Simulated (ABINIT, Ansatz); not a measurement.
## How the form of the self-energy moves the gap of CsPbCl3 (Pm-3m)

Aim: compare treatments of exchange, screening and correlation for the gap of CsPbCl3 (Pm-3m).

Main program and level: ABINIT 10.8.3; PBE and many-body steps on it, plane waves.

### Step 1. Starting point

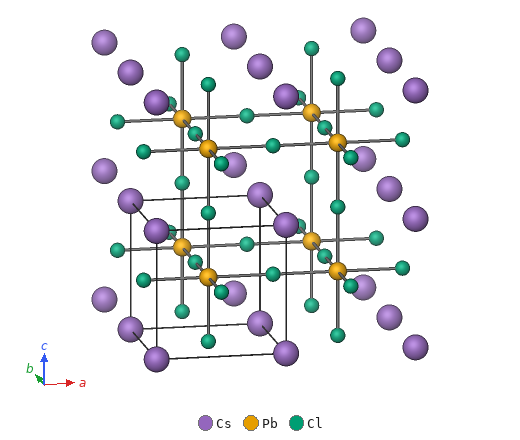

Start, viewed slightly off an axis; caesium purple, lead orange, chlorine teal. 2×2×2 cells are drawn. Some periodic images of atoms are drawn too.

The cell and positions come from the Crystallography Open Database and are kept as given unless a step says otherwise. Spin-orbit coupling is left out unless a step names it.

### Step 2. Empty states on the mesh, 2×2×2 mesh, 605 bands

This step: ABINIT 10.8.3; DFT, PBE, plane waves, norm-conserving pseudopotentials.

The sums over transitions need many empty states on a uniform mesh; this step solves for them.

Input file run.abi:

```
acell 3*1.0 Angstrom
rprim 
  5.605000000000 0.000000000000 0.000000000000
  0.000000000000 5.605000000000 0.000000000000
  0.000000000000 0.000000000000 5.605000000000
ntypat 3
znucl 55 82 17
natom 5
typat 1 2 3 3 3
xred 
  0.000000000000 0.000000000000 0.000000000000
  0.500000000000 0.500000000000 0.500000000000
  0.500000000000 0.500000000000 0.000000000000
  0.000000000000 0.500000000000 0.500000000000
  0.500000000000 0.000000000000 0.500000000000
pp_dirpath "pseudos"
pseudos "Cs.upf, Pb.upf, Cl.upf"
ecut 32
ngkpt 2 2 2
nshiftk 1
shiftk 0 0 0
kptopt 1
chksymbreak 0
iscf -2
irdden 1
istwfk *1
nband 605
nbdbuf 54
tolwfr 1e-09
nstep 60
prtvol 0
indata_prefix "in"
outdata_prefix "out"
tmpdata_prefix "tmp"
```

On the command line:

```bash
$ OMP_NUM_THREADS=1 mpirun -n 4 abinit run.abi > log
```

Numbers of over 12 decimals in the logs are rounded to 6 here.

What it wrote:

```text
.Version 10.8.3 of ABINIT. v10.8.2 released Aug 2026.

 Symmetries : space group Pm -3 m (#221); Bravais cP (primitive cubic)
[... echo of the input left out ...]
== DATASET  1 ==================================================================
-   mpi_nproc: 4, omp_nthreads: 1 (-1 if OMP is not activated)

--- !DatasetInfo
iteration_state: {dtset: 1, }
dimensions: {natom: 5, nkpt: 4, mband: 605, nsppol: 1, nspinor: 1, nspden: 1, mpw: 10280, }
cutoff_energies: {ecut:  32.0, pawecutdg:  -1.0, }
[...]
4.44309    4.45206    4.45908    4.45909    4.45909    4.46335    4.48515    4.48528
   4.48538    4.50265    4.50319    4.50784    4.51625    4.51682    4.51710    4.51966
   4.52031    4.52253    4.54218    4.54479    4.54835
 prteigrs : prtvol=0 or 1, do not print more k-points.

== END DATASET(S) ==============================================================
================================================================================

 -outvars: echo values of variables after computation  --------
            nband         605
             nkpt           4
          spgroup         221
 [... the other variables as echoed above ...]

 Calculation completed.
```

It took 16 min on 4 MPI ranks of Arm Neoverse N1, shared host; peak memory 0.99 GiB.

Numbers from this step:

```yaml
gap: 1.932 eV
k_of_the_valence_top: 0.5, 0.5, 0.5
k_of_the_conduction_bottom: 0.5, 0.5, 0.5
least_direct_gap: 1.932 eV
k_points_computed: 4
lowest_point_of_the_top_converged_band_above_the_valence_top: 111.6159 eV
```

On this mesh the gap is 1.932 eV.

The density comes from a self-consistent run that is not shown.

### Step 3. Screening, 2×2×2 mesh, 240 bands, screening to 141.5 eV

The RPA dielectric matrix is built and inverted for each q.

This step: RPA screening on PBE, plane waves, norm-conserving pseudopotentials.

run.abi: that of step 2 with these lines changed.

```diff
@@ -23,10 +23,11 @@
 chksymbreak 0
-iscf -2
-irdden 1
 istwfk *1
-nband 605
-nbdbuf 54
-tolwfr 1e-09
-nstep 60
-prtvol 0
+occopt 1
+irdwfk 1
+optdriver 3
+nband 240
+ecuteps 5.2
+inclvkb 2
+awtr 1
+symchi 1
 indata_prefix "in"
```

What it wrote:

```text
.Version 10.8.3 of ABINIT. v10.8.2 released Aug 2026.

 Symmetries : space group Pm -3 m (#221); Bravais cP (primitive cubic)
[... echo of the input left out ...]
== DATASET  1 ==================================================================
-   mpi_nproc: 4, omp_nthreads: 1 (-1 if OMP is not activated)

--- !DatasetInfo
iteration_state: {dtset: 1, }
dimensions: {natom: 5, nkpt: 4, mband: 240, nsppol: 1, nspinor: 1, nspden: 1, mpw: 10280, }
cutoff_energies: {ecut:  32.0, pawecutdg:  -1.0, }
electrons: {nelect:   5.20000000E+01, charge:   0.00000000E+00, occopt:   1.00000000E+00, tsmear:   1.00000000E-02, }

 SCREENING: Calculation of the susceptibility and dielectric matrices

 Based on a program developped by R.W. Godby, V. Olevano, G. Onida, and L. Reining.
 Incorporated in ABINIT by V. Olevano, G.-M. Rignanese, and M. Torrent.
.Using double precision arithmetic ; gwpc =  8

[... cell and pseudopotentials left out ...]
--------------------------------------------------------------------------------

 ==== K-mesh for the wavefunctions ====
 Number of points in the irreducible wedge :     4
[... list of points left out ...]
 Together with 48 symmetry operations and time-reversal symmetry
 yields     8 points in the full Brillouin Zone.

 ==== Q-mesh for the screening function ====
 Number of points in the irreducible wedge :     4
[... list of points left out ...]
 Together with 48 symmetry operations and time-reversal symmetry
 yields     8 points in the full Brillouin Zone.

 setmesh: FFT mesh size selected  =    40x   40x   40
          total number of points  =        64000

 vcoul_init : cutoff-mode = AUXILIARY_FUNCTION
 q-points for optical limit:   1
     1)      0.000010    0.000020    0.000030

- screening: taking advantage of time-reversal symmetry
- Maximum band index for partially occupied states nbvw = 26
- Remaining bands to be divided among processors   nbcw = 214
- Number of bands treated by each node ~53

 Number of electrons calculated from density =   52.0000; Expected =   52.0000
 average of density, n =  0.043760
 r_s =    1.7604
 omega_plasma =   20.1788 [eV]

 calculating chi0 at frequencies [eV] :
  1    0.000000E+00    0.000000E+00
  2    0.000000E+00    2.017881E+01

--------------------------------------------------------------------------------
  q-point number  1        q = ( 0.000000, 0.000000, 0.000000) [r.l.u.]
--------------------------------------------------------------------------------
[... chi0 elements left out ...]
 For q-point:  0.000010 0.000020 0.000030
  dielectric constant =   7.2238
  dielectric constant without local fields =   8.2198

  Average fulfillment of the sum rule on Im[epsilon] for q-point    1 :     72.24  [%]
[... wings left out ...]
  q-point number  2        q = ( 0.500000, 0.000000, 0.000000) [r.l.u.]
--------------------------------------------------------------------------------
[... chi0 elements left out ...]
  Average fulfillment of the sum rule on Im[epsilon] for q-point    2 :     77.65  [%]

 [... 2 further q-points ...]
```

The job ended after 3.2 min (4 MPI ranks; peak memory 2.3 GiB; 13 min of CPU time).

This step gave:

- ε∞ with local fields, on this mesh, along the program's q direction: 7.224
- the same without local fields: 8.220
- plasma frequency: 20.18 eV
- plane waves in the screening matrix: 691

Local fields lower ε∞ by 12 %. On a Γ-centred mesh this coarse the value itself is usually too large, while a short band sum pulls it down.

### Step 4. G0W0, Godby-Needs plasmon pole

The self-energy is evaluated for the states that the input lists, and the levels follow from it, in one-shot runs by the linearised quasiparticle equation.

This step: G0W0 on PBE, plane waves, norm-conserving pseudopotentials.

run.abi: that of step 3 with these lines changed.

```diff
@@ -26,8 +26,17 @@
 irdwfk 1
-optdriver 3
+optdriver 4
 nband 240
+gwcalctyp 0
+ecutsigx 32
+symsigma 1
+nkptgw 2
+kptgw 
+  0.5000000000 0.5000000000 0.5000000000
+  0.0000000000 0.0000000000 0.0000000000
+bdgw 
+  23 29
+  24 29
 ecuteps 5.2
-inclvkb 2
-awtr 1
-symchi 1
+irdscr 1
+ppmodel 1
 indata_prefix "in"
```

What it wrote:

```text
.Version 10.8.3 of ABINIT. v10.8.2 released Aug 2026.

 Symmetries : space group Pm -3 m (#221); Bravais cP (primitive cubic)
[... echo of the input left out ...]
== DATASET  1 ==================================================================
-   mpi_nproc: 4, omp_nthreads: 1 (-1 if OMP is not activated)

--- !DatasetInfo
iteration_state: {dtset: 1, }
dimensions: {natom: 5, nkpt: 4, mband: 240, nsppol: 1, nspinor: 1, nspden: 1, mpw: 10280, }
cutoff_energies: {ecut:  32.0, pawecutdg:  -1.0, }
electrons: {nelect:   5.20000000E+01, charge:   0.00000000E+00, occopt:   1.00000000E+00, tsmear:   1.00000000E-02, }

 SIGMA: Calculation of the GW corrections

 Based on a program developped by R.W. Godby, V. Olevano, G. Onida, and L. Reining.
 Incorporated in ABINIT by V. Olevano, G.-M. Rignanese, and M. Torrent.
.Using double precision arithmetic ; gwpc =  8

[... cell and pseudopotentials left out ...]
--------------------------------------------------------------------------------

 ==== K-mesh for the wavefunctions ====
 Number of points in the irreducible wedge :     4
[... list of points left out ...]
 Together with 48 symmetry operations and time-reversal symmetry
 yields     8 points in the full Brillouin Zone.

 ==== Q-mesh for screening function ====
 Number of points in the irreducible wedge :     4
[... list of points left out ...]
 Together with 48 symmetry operations and time-reversal symmetry
 yields     8 points in the full Brillouin Zone.

 vcoul_init : cutoff-mode = AUXILIARY_FUNCTION
 q-points for optical limit:   1
     1)      0.000010    0.000020    0.000030
 setmesh: FFT mesh size selected  =    54x   54x   54
          total number of points  =       157464

 Number of electrons calculated from density =   52.0000; Expected =   52.0000
 average of density, n =  0.043760
 r_s =    1.7604
 omega_plasma =   20.1788 [eV]

 === KS Band Gaps ===
  >>>> For spin  1
   Minimum direct gap =   1.9318 [eV], located at k-point      :   0.5000  0.5000  0.5000
   Fundamental gap    =   1.9318 [eV], Top of valence bands at :   0.5000  0.5000  0.5000
                                       Bottom of conduction at :   0.5000  0.5000  0.5000
 SIGMA fundamental parameters:
 PLASMON POLE MODEL  1
 number of plane-waves for SigmaX                10251
 number of plane-waves for SigmaC and W            691
 number of plane-waves for wavefunctions         10251
 number of bands                                   240
 number of independent spin polarizations            1
 number of spinorial components                      1
 number of k-points in IBZ                           4
 number of q-points in IBZ                           4
 number of symmetry operations                      48
 number of k-points in BZ                            8
 number of q-points in BZ                            8
 number of frequencies for dSigma/dE                 9
 frequency step for dSigma/dE [eV]                0.25
 number of omega for Sigma on real axis              0
 max omega for Sigma on real axis  [eV]           0.00
 zcut for avoiding poles [eV]                     0.10

 EPSILON^-1 parameters (SCR file):
 dimension of the eps^-1 matrix on file            691
 dimension of the eps^-1 matrix used               691
 number of plane-waves for wavefunctions         10251
 number of bands                                   240
 number of q-points in IBZ                           4
 number of frequencies                               2
 number of real frequencies                          1
 number of imag frequencies                          1

 matrix elements of self-energy operator (all in [eV])

 Perturbative Calculation

--- !SelfEnergy_ee
iteration_state: {dtset: 1, }
kpoint     : [   0.500,    0.500,    0.500, ]
spin       : 1
KS_gap     :    1.932
QP_gap     :    3.212
Delta_QP_KS:    1.280
data: !SigmaeeData |
     Band     E0 <VxcDFT>   SigX SigC(E0)      Z dSigC/dE  Sig(E)    E-E0       E
       23   0.573 -14.257 -18.504   2.908   0.772  -0.296 -15.290  -1.033  -0.460
       24   0.573 -14.257 -18.504   2.908   0.772  -0.296 -15.290  -1.033  -0.460
       25   0.573 -14.257 -18.504   2.908   0.772  -0.296 -15.290  -1.033  -0.460
       26   2.787 -15.725 -17.975   1.562   0.792  -0.263 -16.270  -0.545   2.243
       27   4.719 -10.379  -6.296  -3.188   0.821  -0.217  -9.644   0.736   5.455
       28   4.719 -10.379  -6.296  -3.188   0.821  -0.217  -9.644   0.736   5.455
[...]
--- !SelfEnergy_ee
iteration_state: {dtset: 1, }
kpoint     : [   0.000,    0.000,    0.000, ]
spin       : 1
KS_gap     :    5.879
QP_gap     :    7.175
Delta_QP_KS:    1.296
data: !SigmaeeData |
     Band     E0 <VxcDFT>   SigX SigC(E0)      Z dSigC/dE  Sig(E)    E-E0       E
[...]
27   6.131  -6.348  -2.686  -3.347   0.843  -0.187  -6.083   0.265   6.396
       28   7.070  -6.633  -2.878  -3.243   0.843  -0.186  -6.201   0.432   7.502
       29   7.070  -6.633  -2.878  -3.243   0.843  -0.186  -6.201   0.432   7.502

== END DATASET(S) ==============================================================
================================================================================

 -outvars: echo values of variables after computation  --------
           etotal      0.0000000000E+00
            nband         240
             nkpt           4
          spgroup         221
 [... the other variables as echoed above ...]

 Calculation completed.
```

Elapsed: 2.2 min, on 4 MPI ranks; peak memory 2.2 GiB.

Numbers from this step:

```
G0W0 gap on the points computed              : 3.212 eV
starting gap on the mesh                     : 1.932 eV
k of the valence top                         : 0.5, 0.5, 0.5
k of the conduction bottom                   : 0.5, 0.5, 0.5
Z at the valence top                         : 0.792
Z at the conduction bottom                   : 0.821
least direct G0W0 gap on the computed points : 3.212 eV
```

The gap on the mesh goes from 1.93 eV to 3.21 eV, a correction of +1.28 eV.

### Step 5. G0W0, von der Linden-Horsch plasmon pole

run.abi: that of step 4 with these lines changed.

```diff
@@ -40,3 +40,3 @@
 irdscr 1
-ppmodel 1
+ppmodel 3
 indata_prefix "in"
```

What it wrote:

```text
.Version 10.8.3 of ABINIT. v10.8.2 released Aug 2026.

 Symmetries : space group Pm -3 m (#221); Bravais cP (primitive cubic)
[... echo of the input left out ...]
== DATASET  1 ==================================================================
-   mpi_nproc: 4, omp_nthreads: 1 (-1 if OMP is not activated)

--- !DatasetInfo
iteration_state: {dtset: 1, }
dimensions: {natom: 5, nkpt: 4, mband: 240, nsppol: 1, nspinor: 1, nspden: 1, mpw: 10280, }
cutoff_energies: {ecut:  32.0, pawecutdg:  -1.0, }
electrons: {nelect:   5.20000000E+01, charge:   0.00000000E+00, occopt:   1.00000000E+00, tsmear:   1.00000000E-02, }

 SIGMA: Calculation of the GW corrections

 Based on a program developped by R.W. Godby, V. Olevano, G. Onida, and L. Reining.
 Incorporated in ABINIT by V. Olevano, G.-M. Rignanese, and M. Torrent.
.Using double precision arithmetic ; gwpc =  8

[... cell and pseudopotentials left out ...]
--------------------------------------------------------------------------------

 ==== K-mesh for the wavefunctions ====
 Number of points in the irreducible wedge :     4
[... list of points left out ...]
 Together with 48 symmetry operations and time-reversal symmetry
 yields     8 points in the full Brillouin Zone.

 ==== Q-mesh for screening function ====
 Number of points in the irreducible wedge :     4
[... list of points left out ...]
 Together with 48 symmetry operations and time-reversal symmetry
 yields     8 points in the full Brillouin Zone.

 vcoul_init : cutoff-mode = AUXILIARY_FUNCTION
 q-points for optical limit:   1
     1)      0.000010    0.000020    0.000030
 setmesh: FFT mesh size selected  =    54x   54x   54
          total number of points  =       157464

 Number of electrons calculated from density =   52.0000; Expected =   52.0000
[...]
number of omega for Sigma on real axis              0
 max omega for Sigma on real axis  [eV]           0.00
 zcut for avoiding poles [eV]                     0.10

 EPSILON^-1 parameters (SCR file):
 dimension of the eps^-1 matrix on file            691
 dimension of the eps^-1 matrix used               691
 number of plane-waves for wavefunctions         10251
 number of bands                                   240
 number of q-points in IBZ                           4
 number of frequencies                               2
 number of real frequencies                          1
 number of imag frequencies                          1

 matrix elements of self-energy operator (all in [eV])

 Perturbative Calculation

--- !SelfEnergy_ee
iteration_state: {dtset: 1, }
kpoint     : [   0.500,    0.500,    0.500, ]
spin       : 1
KS_gap     :    1.932
QP_gap     :    3.246
Delta_QP_KS:    1.314
data: !SigmaeeData |
     Band     E0 <VxcDFT>   SigX SigC(E0)      Z dSigC/dE  Sig(E)    E-E0       E
       23   0.573 -14.257 -18.504   2.535   0.848  -0.179 -15.709  -1.452  -0.879
       24   0.573 -14.257 -18.504   2.535   0.848  -0.179 -15.709  -1.452  -0.879
       25   0.573 -14.257 -18.504   2.535   0.848  -0.179 -15.709  -1.452  -0.879
[...]
--- !SelfEnergy_ee
iteration_state: {dtset: 1, }
kpoint     : [   0.000,    0.000,    0.000, ]
spin       : 1
KS_gap     :    5.879
QP_gap     :    7.361
Delta_QP_KS:    1.482
data: !SigmaeeData |
     Band     E0 <VxcDFT>   SigX SigC(E0)      Z dSigC/dE  Sig(E)    E-E0       E
[...]
28   7.070  -6.633  -2.878  -3.503   0.897  -0.115  -6.406   0.226   7.297
       29   7.070  -6.633  -2.878  -3.503   0.897  -0.115  -6.406   0.226   7.297

== END DATASET(S) ==============================================================
================================================================================

 -outvars: echo values of variables after computation  --------
           etotal      0.0000000000E+00
            nband         240
             nkpt           4
          spgroup         221
 [... the other variables as echoed above ...]

 Calculation completed.
```

Elapsed: 65 s, on 4 MPI ranks; peak memory 2 GiB; 4.3 min of CPU time.

This step gave:

```
G0W0 gap on the points computed              : 3.246 eV
starting gap on the mesh                     : 1.932 eV
k of the valence top                         : 0.5, 0.5, 0.5
k of the conduction bottom                   : 0.5, 0.5, 0.5
Z at the valence top                         : 0.855
Z at the conduction bottom                   : 0.879
least direct G0W0 gap on the computed points : 3.246 eV
```

Against G0W0 in ABINIT (2×2×2 mesh, 240 bands, screening to 141.5 eV, Godby-Needs plasmon pole), the gap moves by +0.034 eV.

### Step 6. G0W0, Engel-Farid plasmon pole

run.abi: that of step 5 with these lines changed.

```diff
@@ -40,3 +40,3 @@
 irdscr 1
-ppmodel 3
+ppmodel 4
 indata_prefix "in"
```

What it wrote:

```text
.Version 10.8.3 of ABINIT. v10.8.2 released Aug 2026.

 Symmetries : space group Pm -3 m (#221); Bravais cP (primitive cubic)
[... echo of the input left out ...]
== DATASET  1 ==================================================================
-   mpi_nproc: 4, omp_nthreads: 1 (-1 if OMP is not activated)

--- !DatasetInfo
iteration_state: {dtset: 1, }
dimensions: {natom: 5, nkpt: 4, mband: 240, nsppol: 1, nspinor: 1, nspden: 1, mpw: 10280, }
cutoff_energies: {ecut:  32.0, pawecutdg:  -1.0, }
[...]
Band     E0 <VxcDFT>   SigX SigC(E0)      Z dSigC/dE  Sig(E)    E-E0       E
[...]
28   7.070  -6.633  -2.878  -3.298   0.840  -0.191  -6.249   0.384   7.454
       29   7.070  -6.633  -2.878  -3.298   0.840  -0.191  -6.249   0.384   7.454

== END DATASET(S) ==============================================================
================================================================================

 -outvars: echo values of variables after computation  --------
           etotal      0.0000000000E+00
            nband         240
             nkpt           4
          spgroup         221
 [... the other variables as echoed above ...]

 Calculation completed.
```

The job ended after 59 s (4 MPI ranks; peak memory 2 GiB; 3.9 min of CPU time).

Numbers from this step:

| Item | Value |
| --- | --- |
| G0W0 gap on the points computed | 3.285 eV |
| starting gap on the mesh | 1.932 eV |
| k of the valence top | 0.5, 0.5, 0.5 |
| k of the conduction bottom | 0.5, 0.5, 0.5 |
| least direct G0W0 gap on the computed points | 3.285 eV |

Against G0W0 in ABINIT (2×2×2 mesh, 240 bands, screening to 141.5 eV, Godby-Needs plasmon pole), the gap moves by +0.073 eV.

(Part 1 of 2 ends here.)

[Paths, hosts, dates, memory and timing lines, banners, echoed tables and standing remarks are left out of the program output.]

[Logs are printed without paths, hosts, clocks, repeated set-up lines and the standing remarks that a program may print on its own settings, such as how far it seeks lower states.]

[Runs of the session that timed out or met a known fault of the program may be left out.]

[Hosts, paths, dates, database ids (printed as entryN), source tags and the programs' standing remarks are cut or masked in the printed files.]

[G0W0 gaps are taken among the corrected bands and points alone; a level outside them can change the order at an edge.]

[Where Ansatz stands beside ABINIT at settings called matched, ABINIT's density can come from a denser mesh and the files from another edition; pairs whose starting gaps differed by over 0.03 eV were left out, so agreement reads better than it is.]
